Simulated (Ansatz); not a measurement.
As (A7 type, space group R-3m)

Space group R-3m, hexagonal axes (No. 166); a = b = 3.7835 Å, c = 10.1093 Å, α = β = 90.00°, γ = 120.00°

```
atom  site  symmetry       x       y       z
----  ----  --------  ------  ------  ------
As      6c        3m  0.0000  0.0000  0.2303
```
(The calculation used a cell of 2 atoms; values per cell refer to that cell.)

Equation-of-state scan: isotropic scaling of the cell above, V₀ being its volume. The atoms relax within the cell's symmetry.

Computed with PBE-D3(BJ) (plane waves to 420 eV, PAW, scalar-relativistic; Ansatz, an electronic-structure program). k mesh 11×11×11 (Γ-centred), Fermi-Dirac smearing 0.05 eV. Energies are smeared free energies. Stress and pressure are positive under compression. With the shape held, the modulus is that of even scaling; a crystal free to change shape is softer. As was relaxed with its symmetry unable to fall. ΔE is measured from the relaxed starting cell.

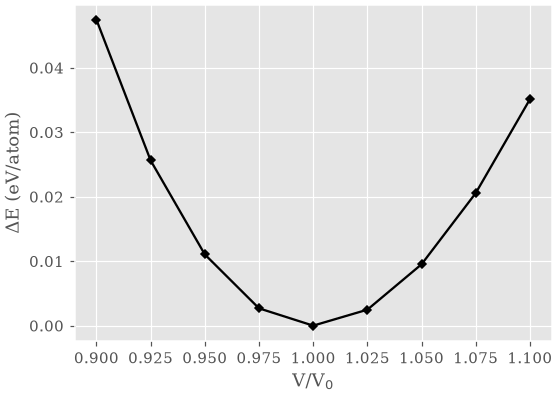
ΔE (eV/atom) against V/V₀; markers are the computed points, lines only join them.

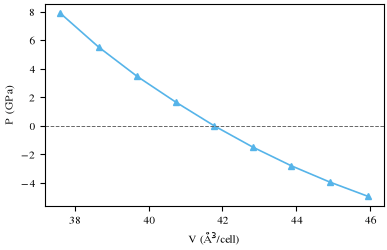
*P (GPa) against V (Å³/cell); computed points joined by lines.*

The bulk modulus at fixed cell shape B₀ (third-order Birch-Murnaghan fit) is 62.1 GPa. The energy cost of the largest expansion is 35 meV/atom. The equilibrium volume of the fit is 20.89 Å³/atom. The pressure derivative B₀′ (fit) is 3.5. The pressure at the smallest volume is 7.9 GPa.

(Under strain, the slope of the energy per volume gives the stress and its curvature an elastic modulus.)
